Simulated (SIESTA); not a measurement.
Refining one setting for SiNi2 (Pnma, 12 atoms in the cell)

```yaml
crystal:
  lattice:
    - [5.00267, 0.00000, 0.00000]
    - [0.00000, 3.75279, 0.00000]
    - [0.00000, 0.00000, 7.10710]
  atoms:
    - { symbol: Si, position: [0.29080, 0.25000, 0.61334] }
    - { symbol: Si, position: [0.70920, 0.75000, 0.38666] }
    - { symbol: Si, position: [0.20920, 0.75000, 0.11334] }
    - { symbol: Si, position: [0.79080, 0.25000, 0.88666] }
    - { symbol: Ni, position: [0.45788, 0.25000, 0.29275] }
    - { symbol: Ni, position: [0.54212, 0.75000, 0.70725] }
    - { symbol: Ni, position: [0.04212, 0.75000, 0.79275] }
    - { symbol: Ni, position: [0.95788, 0.25000, 0.20725] }
    - { symbol: Ni, position: [0.32885, 0.25000, 0.93955] }
    - { symbol: Ni, position: [0.67115, 0.75000, 0.06045] }
    - { symbol: Ni, position: [0.17115, 0.75000, 0.43955] }
    - { symbol: Ni, position: [0.82885, 0.25000, 0.56045] }
```

Method of the run: GGA PBE, numerical atomic orbitals DZP, PseudoDojo PBE standard norm-conserving potentials (rewritten from UPF to PSML) run with SIESTA 5.4.2.

The starting cell comes from a database of computed structures (which also holds hypothetical and non-ambient phases and stackings), without a prior relaxation at this level. Its lattice was rescaled by a random factor within 2.5 % of one. Spin polarisation is off. Values carry the incompleteness of an atom-centred basis. In the base run, with a pressure of about -3 GPa the cell is away from its equilibrium volume at this level.

Held fixed: XC.functional = GGA; XC.authors = PBE; potentials = PseudoDojo PBE standard; PAO.BasisSize = DZP; PAO.EnergyShift = 0.01 Ry; MeshCutoff = 400 Ry; OccupationFunction = FD; ElectronicTemperature = 0.1 eV; MaxSCFIterations = 150; SCF.Mixer.Method = Pulay; SCF.Mixer.Weight = 0.1; SCF.Mixer.History = 6; SCF.DM.Tolerance = 1.0E-04.

ΔF is the free energy per atom less that of the last row (13 17 9).

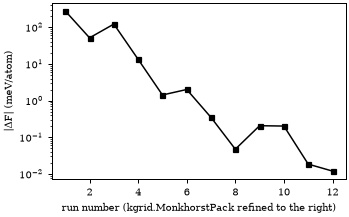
Figure: Size of the energy error against the last run of the series; values under 0.01 meV/atom are drawn at 0.01.

```tsv
kgrid.MonkhorstPack	ΔF (meV/atom)	pressure (GPa)	largest force (eV/Å)	k-points	iterations
1 1 1	278.7	-2.95	1.230	1	15
1 2 1	-51.6	-5.02	0.641	2	13
2 2 1	-122.4	-4.68	0.228	4	14
2 3 2	-13.4	-3.64	0.124	8	13
3 4 2	1.43	-3.25	0.103	15	13
4 5 3	2.0	-3.23	0.111	32	13
5 6 3	0.35	-3.29	0.110	47	13
6 7 4	-0.05	-3.30	0.110	89	13
6 8 5	0.21	-3.29	0.108	127	13
7 10 5	-0.20	-3.30	0.111	178	13
9 12 6	0.02	-3.30	0.108	333	13
11 14 8	-0.01	-3.30	0.109	627	13
13 17 9	0.00	-3.30	0.109	995	13
```

Largest force within 0.02 eV/Å of the last row: from kgrid.MonkhorstPack = 2 3 2 on; the one before it is off by 0.12 eV/Å. The value it settles on is 0.109 eV/Å at this level of theory and with the other settings as held.

Energy within 10 meV/atom of the last row: from kgrid.MonkhorstPack = 3 4 2 on; the one before it is off by 13 meV/atom.
